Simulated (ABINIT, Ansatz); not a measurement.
# NbB2 (P6/mmm): zone-centre phonons, part 3 of 3

Which modes does NbB2 (P6/mmm) have at the zone centre?

ABINIT 10.8.3; DFT LDA, scalar-relativistic, plane waves, JTH PAW pseudopotentials.

So far. Step 3 (Self-consistent run for the response): The cell stands at -0.24 GPa: the relaxation ran with a smoothed and higher cutoff, and the difference is a stress of the finite basis. Step 4 (Zone-centre response): The acoustic modes at Γ come out as far as 5.8 cm⁻¹ from zero, where they should vanish, a small numerical error. The relaxed cell has a = 3.072, c = 3.280 Å (conventional setting).

### Step 5. Modes with the sum rule

anaddb reads the merged derivatives and imposes the acoustic sum rule.

anaddb.abi

```
ddb_filepath "gamma_DDB"
output_file "anaddb.abo"
outdata_prefix "anaddb"
asr 1
chneut 1
enunit 2
eivec 1
nph1l 1
qph1l 0.0 0.0 0.0 1.0
```

mrgddb.in

```
gamma_DDB
merged
1
dfpt_gammao_DDB
```

Command:

```sh
$ mrgddb < mrgddb.in > mrgddb.log
$ OMP_NUM_THREADS=1 anaddb anaddb.abi > anaddb.log
```

anaddb.abo, the main output file:

```text
-outvars_anaddb: echo values of input variables ----------------------

 Miscellaneous information :
      enunit         2
       eivec         1
         asr         1
 First list of wavevector (reduced coord.) :
       nph1l         1
       qph1l
                     0.00000000E+00  0.00000000E+00  0.00000000E+00    1.000E+00

================================================================================

 read the DDB information and perform some checks

  ==== Info on the Cryst% object ====
 Real(R)+Recip(G) space primitive vectors, cartesian coordinates (Bohr,Bohr^-1):
 R(1)=  5.8051345  0.0000000  0.0000000  G(1)=  0.1722613  0.0994551  0.0000000
 R(2)= -2.9025672  5.0273939  0.0000000  G(2)=  0.0000000  0.1989102  0.0000000
 R(3)=  0.0000000  0.0000000  6.1978658  G(3)=  0.0000000  0.0000000  0.1613459
 Unit cell volume ucvol=  1.8088284E+02 bohr^3
 Angles (23,13,12)=  9.00000000E+01  9.00000000E+01  1.20000000E+02 degrees
 Time-reversal symmetry is present
 Reduced atomic positions [iatom, xred, symbol]:
    1)    0.0000000  0.0000000  0.0000000  Nb
    2)    0.3333333  0.6666667  0.5000000   B
    3)    0.6666667  0.3333333  0.5000000   B

 DDB file with 1 blocks has been read.

================================================================================

 Treat the first list of vectors

  Phonon wavevector (reduced coordinates) :  0.00000  0.00000  0.00000
 Phonon energies in Hartree :
   0.000000E+00  0.000000E+00  0.000000E+00  2.025516E-03  2.025516E-03
   2.258353E-03  2.582625E-03  3.802911E-03  3.802911E-03
 Phonon energies in meV     :
-  0.000000E+00  0.000000E+00  0.000000E+00  5.511708E+01  5.511708E+01
-  6.145292E+01  7.027680E+01  1.034825E+02  1.034825E+02
 Phonon frequencies in cm-1    :
-  0.000000E+00  0.000000E+00  0.000000E+00  4.445493E+02  4.445493E+02
-  4.956512E+02  5.668206E+02  8.346425E+02  8.346425E+02
 Phonon frequencies in Thz     :
-  0.000000E+00  0.000000E+00  0.000000E+00  1.332725E+01  1.332725E+01
-  1.485925E+01  1.699285E+01  2.502195E+01  2.502195E+01
 Phonon energies in Kelvin  :
-  0.000000E+00  0.000000E+00  0.000000E+00  6.396072E+02  6.396072E+02
-  7.131315E+02  8.155284E+02  1.200864E+03  1.200864E+03

 Eigendisplacements
 (will be given, for each mode : in cartesian coordinates
   for each atom the real part of the displacement vector,
   then the imaginary part of the displacement vector - absolute values smaller than 1.0d-7 are set to zero)
  Mode number    1   Energy    0.000000E+00
 Attention : low frequency mode.
   (Could be unstable or acoustic mode)
-  1  0.00000000E+00  0.00000000E+00  2.18858509E-03
-     0.00000000E+00  0.00000000E+00  0.00000000E+00
-  2  0.00000000E+00  0.00000000E+00  2.18858380E-03
-     0.00000000E+00  0.00000000E+00  0.00000000E+00
-  3  0.00000000E+00  0.00000000E+00  2.18858380E-03
-     0.00000000E+00  0.00000000E+00  0.00000000E+00
  Mode number    2   Energy    0.000000E+00
 Attention : low frequency mode.
   (Could be unstable or acoustic mode)
-  1  0.00000000E+00 -2.18858534E-03  0.00000000E+00
-     0.00000000E+00  0.00000000E+00  0.00000000E+00
-  2  0.00000000E+00 -2.18858274E-03  0.00000000E+00
-     0.00000000E+00  0.00000000E+00  0.00000000E+00
-  3  0.00000000E+00 -2.18858274E-03  0.00000000E+00
-     0.00000000E+00  0.00000000E+00  0.00000000E+00
  Mode number    3   Energy    0.000000E+00
 Attention : low frequency mode.
   (Could be unstable or acoustic mode)
-  1  2.18858535E-03  0.00000000E+00  0.00000000E+00
-     0.00000000E+00  0.00000000E+00  0.00000000E+00
-  2  2.18858275E-03  0.00000000E+00  0.00000000E+00
-     0.00000000E+00  0.00000000E+00  0.00000000E+00
-  3  2.18858275E-03  0.00000000E+00  0.00000000E+00
-     0.00000000E+00  0.00000000E+00  0.00000000E+00
  Mode number    4   Energy    2.025516E-03
-  1  9.88965565E-04 -3.69721520E-04  0.00000000E+00
-     0.00000000E+00  0.00000000E+00  0.00000000E+00
-  2 -4.24943666E-03  1.58863790E-03  0.00000000E+00
-     0.00000000E+00  0.00000000E+00  0.00000000E+00
-  3 -4.24943666E-03  1.58863790E-03  0.00000000E+00
-     0.00000000E+00  0.00000000E+00  0.00000000E+00
  Mode number    5   Energy    2.025516E-03
-  1  3.69721520E-04  9.88965565E-04  0.00000000E+00
-     0.00000000E+00  0.00000000E+00  0.00000000E+00
-  2 -1.58863790E-03 -4.24943666E-03  0.00000000E+00
-     0.00000000E+00  0.00000000E+00  0.00000000E+00
-  3 -1.58863790E-03 -4.24943666E-03  0.00000000E+00
-     0.00000000E+00  0.00000000E+00  0.00000000E+00
  Mode number    6   Energy    2.258353E-03
;  1  0.00000000E+00  0.00000000E+00  1.05581626E-03
;     0.00000000E+00  0.00000000E+00  0.00000000E+00
;  2  0.00000000E+00  0.00000000E+00 -4.53668135E-03
;     0.00000000E+00  0.00000000E+00  0.00000000E+00
;  3  0.00000000E+00  0.00000000E+00 -4.53668135E-03
;     0.00000000E+00  0.00000000E+00  0.00000000E+00
  Mode number    7   Energy    2.582625E-03
;  1  0.00000000E+00  0.00000000E+00  0.00000000E+00
;     0.00000000E+00  0.00000000E+00  0.00000000E+00
;  2  0.00000000E+00  0.00000000E+00  5.03700077E-03
;     0.00000000E+00  0.00000000E+00  0.00000000E+00
;  3  0.00000000E+00  0.00000000E+00 -5.03700077E-03
;     0.00000000E+00  0.00000000E+00  0.00000000E+00
  Mode number    8   Energy    3.802911E-03
-  1  0.00000000E+00  0.00000000E+00  0.00000000E+00
-     0.00000000E+00  0.00000000E+00  0.00000000E+00
-  2  4.71952421E-03 -1.75996250E-03  0.00000000E+00
-     0.00000000E+00  0.00000000E+00  0.00000000E+00
-  3 -4.71952421E-03  1.75996250E-03  0.00000000E+00
-     0.00000000E+00  0.00000000E+00  0.00000000E+00
  Mode number    9   Energy    3.802911E-03
-  1  0.00000000E+00  0.00000000E+00  0.00000000E+00
-     0.00000000E+00  0.00000000E+00  0.00000000E+00
-  2  1.75996250E-03  4.71952421E-03  0.00000000E+00
-     0.00000000E+00  0.00000000E+00  0.00000000E+00
-  3 -1.75996250E-03 -4.71952421E-03  0.00000000E+00
-     0.00000000E+00  0.00000000E+00  0.00000000E+00

 Analysis of degeneracies and characters (maximum tolerance=1.00E-06 a.u.)
 For each vibration mode, or group of modes if degenerate,
 the characters are given for each symmetry operation (see the list in the log file).
 Symmetry characters of vibration mode #   1
       degenerate with vibration modes #   2 to    3
  3.0 -3.0  1.0 -1.0  2.0 -2.0  1.0 -1.0 -0.0  0.0  1.0 -1.0 -1.0  1.0  1.0 -1.0
  0.0  0.0  1.0 -1.0  2.0 -2.0  1.0 -1.0
 Symmetry characters of vibration mode #   4
        degenerate with vibration mode #   5
  2.0 -2.0 -0.0  0.0  1.0 -1.0  0.0  0.0 -1.0  1.0  0.0 -0.0 -2.0  2.0  0.0 -0.0
 -1.0  1.0  0.0  0.0  1.0 -1.0 -0.0  0.0
 Symmetry characters of vibration mode #   6
  1.0 -1.0  1.0 -1.0  1.0 -1.0  1.0 -1.0  1.0 -1.0  1.0 -1.0  1.0 -1.0  1.0 -1.0
  1.0 -1.0  1.0 -1.0  1.0 -1.0  1.0 -1.0
 Symmetry characters of vibration mode #   7
  1.0  1.0 -1.0 -1.0 -1.0 -1.0  1.0  1.0  1.0  1.0 -1.0 -1.0 -1.0 -1.0  1.0  1.0
  1.0  1.0 -1.0 -1.0 -1.0 -1.0  1.0  1.0
 Symmetry characters of vibration mode #   8
        degenerate with vibration mode #   9
  2.0  2.0 -0.0  0.0 -1.0 -1.0 -0.0 -0.0 -1.0 -1.0  0.0  0.0  2.0  2.0  0.0 -0.0
 -1.0 -1.0 -0.0 -0.0 -1.0 -1.0  0.0  0.0
-
```

The job ended after 0.74 s (1 thread of Intel Xeon at 2.70GHz, shared host).

Numbers from this step:

* highest optical zone-centre mode (no LO-TO term): 834.6 cm⁻¹
* lowest optical zone-centre mode: 444.6 cm⁻¹

No LO-TO term; unit eigenvectors of the mass-weighted matrix, from anaddb's displacements. Modes at Γ, with each element's share of the kinetic energy:

| mode | frequency (cm⁻¹) | Nb % | B % |
| --- | --- | --- | --- |
| 1 | 0.0 | 81 | 19 |
| 2 | 0.0 | 81 | 19 |
| 3 | 0.0 | 81 | 19 |
| 4 | 444.5 | 19 | 81 |
| 5 | 444.5 | 19 | 81 |
| 6 | 495.7 | 19 | 81 |
| 7 | 566.8 | 0 | 100 |
| 8 | 834.6 | 0 | 100 |
| 9 | 834.6 | 0 | 100 |

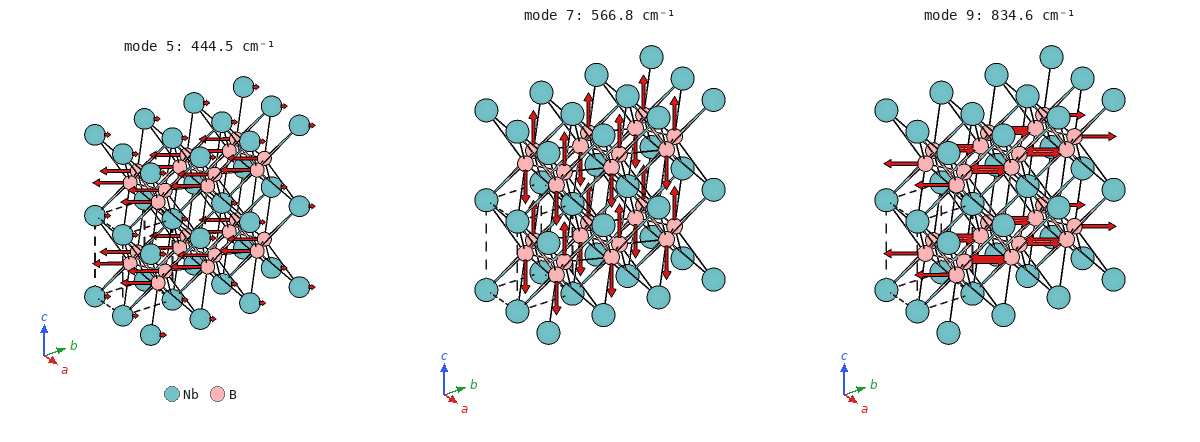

Displacement patterns of modes 5, 7 and 9 at Γ; arrows are exaggerated. 2×3×2 cells are drawn. Some periodic images of atoms are drawn too.

The rule moves no optical mode by more than 0.2 cm⁻¹.

### Step 6. Outcome

```yaml
space_group_after_relaxation: P6/mmm
volume_per_atom: 8.93 Å³
highest_optical_zone_centre_mode_no_lo_to_term: 834.6 cm⁻¹
lowest_optical_zone_centre_mode: 444.6 cm⁻¹
imaginary_optical_modes_at_the_zone_centre_no_q_mesh_in_this_session: none
```

What this shows: At the LDA level the optical modes of NbB2 (P6/mmm) at the zone centre run from 445 to 835 cm⁻¹. These are harmonic frequencies at zero temperature: anharmonic shifts and linewidths and thermal expansion are left out. In a metal the frequencies hang on the k mesh and the smearing, most of all near Kohn anomalies. The runs are without spin polarisation, although the cell has an odd electron count or an open d or f shell, so a magnetic state was not tested.

[Host names and launcher messages were left out of these logs when they were recorded.]

[Logs are printed without paths, hosts, clocks, repeated set-up lines and the standing remarks that a program may print on its own settings, such as how far it seeks lower states.]

[Hosts, paths, dates, database ids (printed as entryN), source tags and the programs' standing remarks are cut or masked in the printed files.]
